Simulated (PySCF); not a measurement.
# MP2/STO-3G run of C2HF3O (SMILES FC1OC1(F)F)

What is the vertical ionisation energy of C2HF3O at MP2/STO-3G? Input form: a Python script.

The calculation is run with PySCF 2.14.0.

## (1) The structure to begin with

C2HF3O: 7 atoms, total charge 0, spin state singlet. As SMILES, `FC1OC1(F)F`. The shape is that of a PBE0-D4/def2-TZVP optimisation.

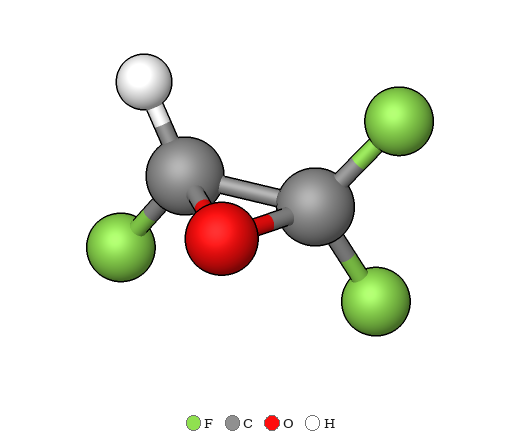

Viewed from a chosen angle; fluorine green, carbon grey, oxygen red, hydrogen white.

## (2) A single-point energy at MP2/STO-3G

File geometry.xyz:

```xyz
7
C2HF3O
F     -0.633400    -1.685800     0.231100
C     -0.181400    -0.473900     0.556500
O      1.148600    -0.190200     0.135600
C      0.132100     0.478800    -0.484100
F     -0.069200     0.209600    -1.763100
F      0.091600     1.791700    -0.299600
H     -0.427000    -0.198200     1.577800
```

File calc.py:

```python
from pyscf import gto, scf, mp

system = gto.Mole()
system.atom = 'geometry.xyz'
system.basis = 'sto-3g'
system.verbose = 3
system.charge = 0
system.max_memory = 1860
system.build()

hf = scf.RHF(system)
hf.conv_tol = 1e-10
hf.kernel()
if not hf.converged:
    hf = hf.newton().run(hf.mo_coeff, hf.mo_occ)

pt = mp.MP2(hf, frozen=6).run()
etot = pt.e_tot
print('E = %.10f Eh' % etot)
```

On the command line:

```bash
OMP_NUM_THREADS=1 python calc.py
```

The log of the run:

```text
converged SCF energy = -443.298105825894
E(RMP2) = -443.486507365751  E_corr = -0.188401539856442
E(SCS-RMP2) = -443.494953339846  E_corr = -0.196847513952218
E = -443.4865073658 Eh
```

Run time: 1 s. Hardware: 1 thread of Arm Neoverse V1, shared host; peak memory 0.12 GiB.

## (3) The doublet cation at the same level

File job.py:

```python
from pyscf import gto, mp

system = gto.Mole()
system.atom = '''
F     -1.196953    -3.185700     0.436716
C     -0.342796    -0.895541     1.051633
O      2.170539    -0.359426     0.256247
C      0.249633     0.904801    -0.914816
F     -0.130769     0.396087    -3.331776
F      0.173099     3.385822    -0.566162
H     -0.806913    -0.374544     2.981610
'''
system.charge = 1
system.spin = 1
system.unit = 'bohr'
system.max_memory = 1860
system.basis = 'sto-3g'
system.verbose = 3
system.build()

mf = system.UHF()
mf.conv_tol = 1e-10
mf.kernel()
if not mf.converged:
    mf = mf.newton().run(mf.mo_coeff, mf.mo_occ)

pt = mp.MP2(mf, frozen=6).run()
energy = pt.e_tot
print(f'total energy: {energy:.8f} hartree')
```

On the command line:

```bash
OMP_NUM_THREADS=1 python job.py
```

The log of the run:

```text
converged SCF energy = -442.958776434177  <S^2> = 0.77007409  2S+1 = 2.0199743
E(UMP2) = -443.184574633366  E_corr = -0.225798199189091
E(SCS-UMP2) = -443.184340071514  E_corr = -0.225563637337698
total energy: -443.18457463 hartree
```

Wall time 1 s (1 thread of Arm Neoverse V1, shared host); peak memory 0.12 GiB.

## (4) Results

At MP2/STO-3G, 6 core orbitals frozen:

| quantity | value |
| --- | --- |
| singlet C2HF3O: total energy | -443.48651 Eh |
| singlet C2HF3O: dipole moment (Hartree–Fock density) | 1.38 D |
| singlet C2HF3O: HOMO energy (Hartree–Fock orbitals) | -9.82 eV |
| singlet C2HF3O: LUMO energy (Hartree–Fock orbitals) | 11.83 eV |
| singlet C2HF3O: HOMO–LUMO gap (Hartree–Fock orbitals) | 21.65 eV |
| singlet C2HF3O: correlation energy (6 core orbitals frozen) | -188.4 mEh |
| doublet cation: total energy | -443.18457 Eh |
| doublet cation: HOMO energy (Hartree–Fock orbitals) (highest over α and β) | -19.85 eV |
| doublet cation: LUMO energy (Hartree–Fock orbitals) (lowest over α and β) | -8.52 eV |
| doublet cation: correlation energy (6 core orbitals frozen) | -225.8 mEh |
| doublet cation: ⟨S²⟩ of the reference determinant | 0.770 |
| vertical ionisation energy (to the doublet cation) | 8.216 eV |

What this shows: Removing an electron at fixed nuclei costs 8.22 eV (793 kJ/mol). In a minimal basis such a difference can be off by several eV, whatever the method. Mulliken charges (singlet C2HF3O) of the mean-field density run from -0.24 on O3 to +0.39 on C4. Mulliken charges (doublet cation) of the mean-field density run from -0.04 on O3 to +0.51 on C4; they depend strongly on the basis.
